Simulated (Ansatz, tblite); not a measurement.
# The cluster Cd₆Cl₂CuTe₆: rung by rung

How do method and basis change the picture of the cluster Cd₆Cl₂CuTe₆ (doublet)?

The runs use Ansatz 0.2.0, Gaussian basis; as each input shows.

The runs, in order: GFN1-xTB, GFN2-xTB, PBE-D4/def2-TZVP, r2SCAN-D4/def2-TZVP, r2SCAN0-D4/def2-TZVP, BHLYP-D4/def2-TZVP, HF/def2-TZVP, PBE-D4/def2-SVP, PBE0-D4/def2-SVP, MP2/def2-SVP, RPA/def2-SVP.

1 further run of the same task is left out (set aside as unsound or not needed).

**1. The structure**

The doublet was relaxed beforehand with PBE-D4/def2-SVP.

15 atoms, charge 0, spin multiplicity 2.

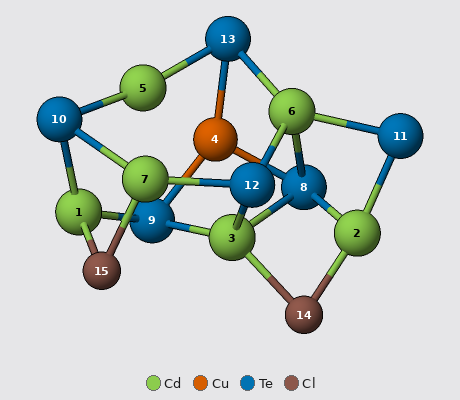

The geometry (cadmium green, copper orange, tellurium blue, chlorine brown); atoms are numbered from 1 in the order of the file.

Coordinates:

```xyz
15
Cd6Cl2CuTe6
Cd    1.1648   -3.4239   -0.1822
Cd   -1.7705    2.7647   -1.8997
Cd   -0.5991   -0.1421   -1.4410
Cu   -1.4726   -0.4915    1.3519
Cd    0.9343   -1.1981    2.5494
Cd   -0.3632    2.1669    1.2566
Cd    2.8917   -0.7501   -0.2407
Te   -3.1325    0.9749   -0.0445
Te   -1.4197   -2.5599   -0.2616
Te    3.0859   -2.7024    1.8001
Te   -1.5818    4.4682    0.1969
Te    1.6160    1.5745   -0.8032
Te   -0.7035    0.6442    3.6008
Cl   -1.2191    1.1683   -3.7197
Cl    2.5693   -2.4937   -2.1630
```

Cd, Te take a core potential in the def2 sets. No spin-orbit coupling is included.

PBE0-D4/def2-TZVP was run before; its log isn't repeated, and its numbers join the tables.

**2. GFN1-xTB**

Tight binding, by tblite at 300 K electronic temperature and without a spin-polarisation term:

```python
tblite.interface.Calculator('GFN1-xTB', numbers, positions, charge=0, uhf=1).singlepoint()
```

Energy -1122.9197 eV; 0.054 s.

**3. GFN2-xTB**

Tight binding, by tblite at 300 K electronic temperature and without a spin-polarisation term:

```python
tblite.interface.Calculator('GFN2-xTB', numbers, positions, charge=0, uhf=1).singlepoint()
```

Energy -966.9901 eV; 0.12 s.

**4. PBE-D4/def2-TZVP**

start.molden holds the orbitals of an earlier run on this state, given as this run's starting guess.

in.yaml

```yaml
crystal:
  periodic: [false, false, false]
  atoms:
    - {symbol: Cd, position_ang: [1.164766, -3.423930, -0.182196]}
    - {symbol: Cd, position_ang: [-1.770461, 2.764682, -1.899700]}
    - {symbol: Cd, position_ang: [-0.599109, -0.142138, -1.441038]}
    - {symbol: Cu, position_ang: [-1.472618, -0.491485, 1.351851]}
    - {symbol: Cd, position_ang: [0.934283, -1.198067, 2.549379]}
    - {symbol: Cd, position_ang: [-0.363199, 2.166872, 1.256624]}
    - {symbol: Cd, position_ang: [2.891669, -0.750069, -0.240659]}
    - {symbol: Te, position_ang: [-3.132504, 0.974905, -0.044519]}
    - {symbol: Te, position_ang: [-1.419687, -2.559907, -0.261596]}
    - {symbol: Te, position_ang: [3.085901, -2.702354, 1.800084]}
    - {symbol: Te, position_ang: [-1.581764, 4.468197, 0.196900]}
    - {symbol: Te, position_ang: [1.615995, 1.574534, -0.803221]}
    - {symbol: Te, position_ang: [-0.703475, 0.644151, 3.600781]}
    - {symbol: Cl, position_ang: [-1.219136, 1.168285, -3.719653]}
    - {symbol: Cl, position_ang: [2.569341, -2.493686, -2.163045]}
basis:
  gaussian: {orbitals: def2-TZVP, fitting: {mean_field: def2-universal-jkfit}, initial_orbitals: start.molden}
magnetization: {spin_polarized: true, initial_magnetization: 1}
hamiltonian: {xc: pbe, dispersion: d4}
scf: {omitted_lower_state_checks: [starts]}
output: {orbitals: {seedname: orbitals}}
```

Command:

```
$ ansatz run in.yaml --threads 2 --pin off --events-out ev --progress --plain --max-ram 32768MiB --backend cuda --devices 0, --max-vram 18GiB
```

After this run come: r2SCAN-D4/def2-TZVP; r2SCAN0-D4/def2-TZVP; BHLYP-D4/def2-TZVP; HF/def2-TZVP; PBE-D4/def2-SVP; PBE0-D4/def2-SVP; MP2/def2-SVP; RPA/def2-SVP.

**Question.** What will the summary of the whole plan be? Wanted: gap in def2-TZVP, named functionals and Hartree-Fock, smallest and largest; correlation energy, MP2/def2-SVP; binding an atom, functionals in def2-TZVP; ⟨S²⟩ in def2-TZVP, named functionals and Hartree-Fock, smallest and largest; PBE0 total energy, smallest basis above largest.

The runs gave:

```
                                                                   quantity                                value
 gap in def2-TZVP, named functionals and Hartree-Fock, smallest and largest       0.56 eV (PBE-D4), 6.55 eV (HF)
                                           correlation energy, MP2/def2-SVP                            -97.85 eV
                                  binding an atom, functionals in def2-TZVP  1.84 (BHLYP-D4) to 2.00 eV (PBE-D4)
⟨S²⟩ in def2-TZVP, named functionals and Hartree-Fock, smallest and largest                         0.754, 0.785
                            PBE0 total energy, smallest basis above largest       22.89 eV (def2-SVP, def2-TZVP)
```

Over the named functionals and Hartree-Fock in def2-TZVP the gap runs from 0.56 eV (PBE-D4) to 6.55 eV (HF); exact exchange widens it. Over the named functionals and Hartree-Fock in def2-TZVP spin contamination reaches 0.04 (HF), which is small.
